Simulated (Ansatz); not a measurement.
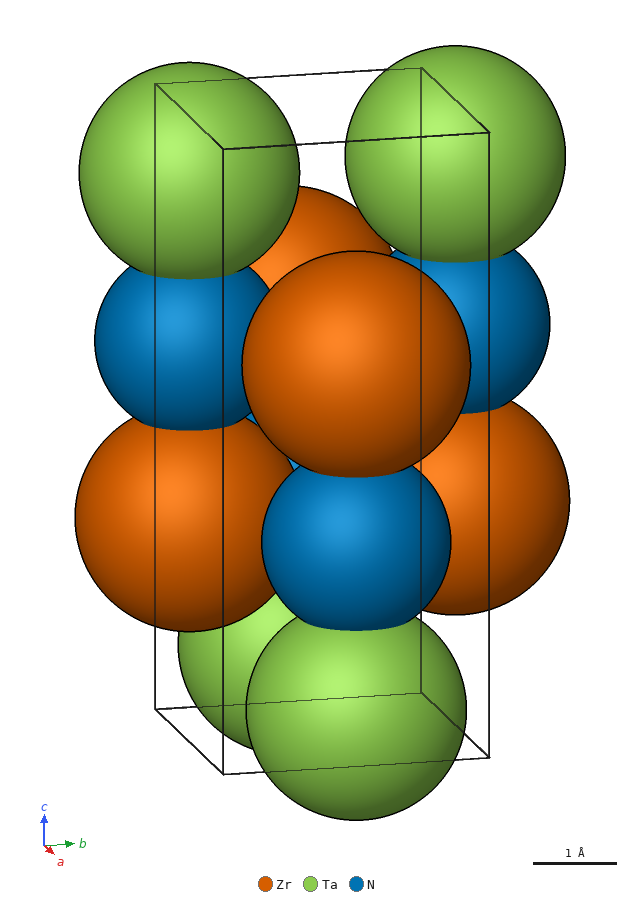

Structure drawing (space-filling), viewed slightly off an axis. The wireframe shows the conventional unit cell.

ZrTaN, space group P4/nmm (No. 129), a = 3.340 Å, b = 3.340 Å, c = 7.851 Å, α = 90.00°, β = 90.00°, γ = 90.00°. The cell started as a structure type filled with these elements by a generator (whether the compound takes this form wasn't checked). Earlier steps of the study, as a rule a relaxation of our own, may have changed the cell and positions, so they can lie some per cent off the listed ones. It was run through Ansatz as a DFT input.

This one geometry was computed with Ansatz (DFT, plane waves, PAW) at three levels of theory: r2SCAN, PBEsol and PBE.

Which level gives the highest pressure at this volume, and what does that say about its equilibrium volume?

Answer. Highest: PBE (0.0 GPa), which points to the largest equilibrium volume. Lowest, with the smallest volume: PBEsol (-6.6 GPa). Levels within 0.5 GPa of each other can't be told apart.

How does the band gap change with the level of theory?

Answer. All levels give a metal.

Collect the results in a table.

Answer.
| level | cutoff (eV) | k-mesh of the run's cell | gap (eV) | pressure (GPa) |
| --- | --- | --- | --- | --- |
| r2SCAN | 500 | 12×12×6 | metal | -2.0 |
| PBEsol | 420 | 12×12×6 | metal | -6.6 |
| PBE | 420 | 12×12×6 | metal | 0.0 |

Gaps are taken on the k-mesh or band path of each run.
